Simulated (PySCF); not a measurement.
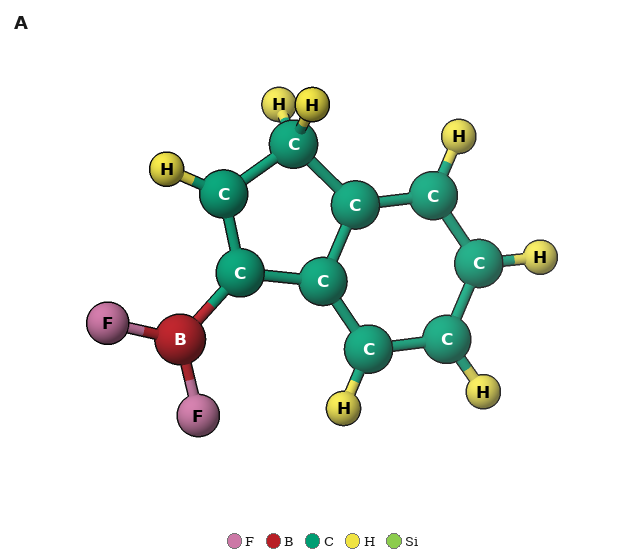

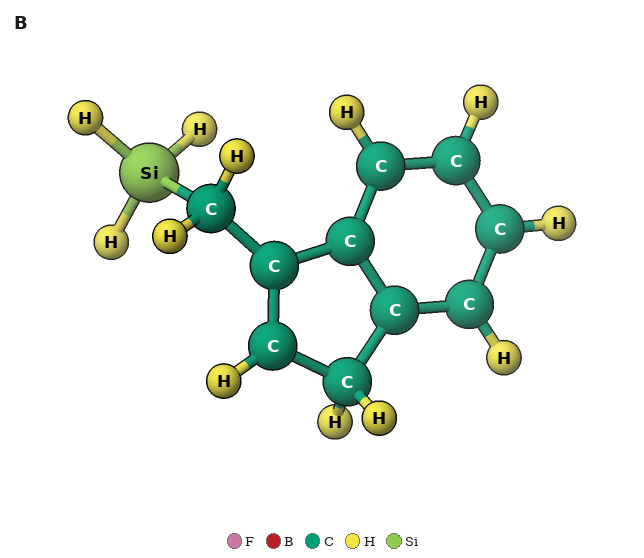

Two related species, optimised with PBE0-D3(BJ)/def2-SVP; properties computed with PySCF 2.14.0. Both: charge 0, singlet.

> What are A and B?

A is C9H7BF2 (FB(F)C1=CCc2ccccc21), B is C10H12Si ([SiH3]CC1=CCc2ccccc21).

Compare them. With CAM-B3LYP/def2-SVPD: dipole moment (D), HOMO–LUMO gap (eV), HOMO energy (Kohn–Sham orbital) (eV), lowest vertical singlet excitation (eV), mean static polarisability (bohr³).

```
                               quantity      A      B
                      dipole moment (D)   2.61   0.82
                     HOMO–LUMO gap (eV)   7.35   7.66
   HOMO energy (Kohn–Sham orbital) (eV)  −7.85  −7.36
lowest vertical singlet excitation (eV)   4.69   4.96
     mean static polarisability (bohr³)  113.2  141.3
```

Each is one conformer, and no frequency run is at hand to confirm it as a minimum.
